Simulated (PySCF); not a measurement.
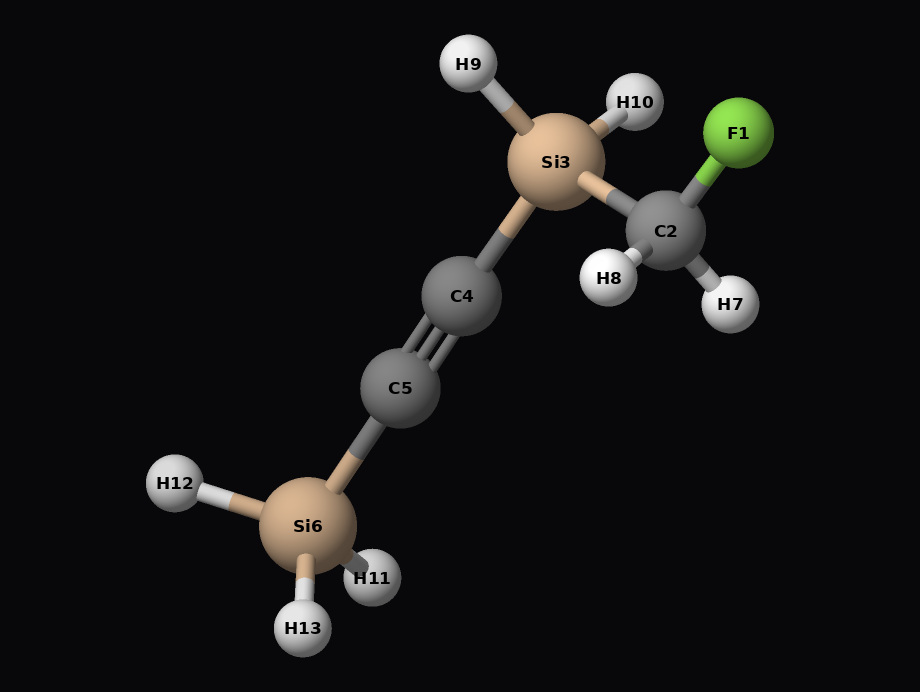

The geometry was computed by an optimisation with PBE0-D3(BJ)/def2-SVP. No frequency run is at hand to confirm it as a minimum. Method: TDDFT B3LYP/def2-SVPD, vertical, gas phase, core orbitals frozen in the response (PySCF 2.14.0), and the same with a continuum solvent (IEF-PCM, Bondi radii x 1.2, gas-phase geometry).

How do dipole (D), HOMO–LUMO gap (eV), lowest singlet (eV) change in dichloromethane (ε = 8.9), acetone (ε = 20.5)?

| medium | dipole (D) | HOMO–LUMO gap (eV) | lowest singlet (eV) |
| --- | --- | --- | --- |
| gas phase | 1.74 | 6.92 | 5.47 |
| dichloromethane | 2.09 | 6.95 | 5.51 |
| acetone | 2.13 | 6.95 | 5.51 |
